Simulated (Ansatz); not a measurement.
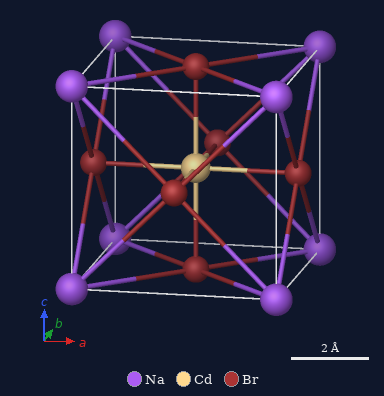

The crystal in a ball-and-stick representation, seen slightly off an axis. Atoms at the boundary of the conventional unit cell (the box) are drawn once for each face, edge or corner they touch.

NaCdBr₃, cubic perovskite, space group Pm-3m (No. 221), a = 5.464 Å, b = 5.464 Å, c = 5.464 Å, α = 90.00°, β = 90.00°, γ = 90.00°. Its origin is a structure type filled with these elements by a generator (whether the compound takes this form wasn't checked). Earlier steps of the study may have refined or changed the cell and positions. It went into a calculation with Ansatz.

This one geometry was computed with Ansatz (DFT, plane waves, PAW) at three levels of theory: HSE06, PBE and r2SCAN. It was relaxed beforehand with r2SCAN.

How does the band gap change with the level of theory?

PBE: a gap of 0.85 eV, indirect; r2SCAN: a gap of 1.51 eV, indirect; HSE06: a gap of 1.98 eV, indirect.

Collect the results in a table.

| level | cutoff (eV) | k-mesh of the run's cell | gap (eV) | pressure (GPa) |
| --- | --- | --- | --- | --- |
| HSE06 | 420 | 4×4×4 | 1.98 | 0.2 |
| PBE | 420 | 6×6×6 | 0.85 | 0.8 |
| r2SCAN | 500 | 6×6×6 | 1.51 | 0.0 |

Gaps are taken on the k-mesh or band path of each run.
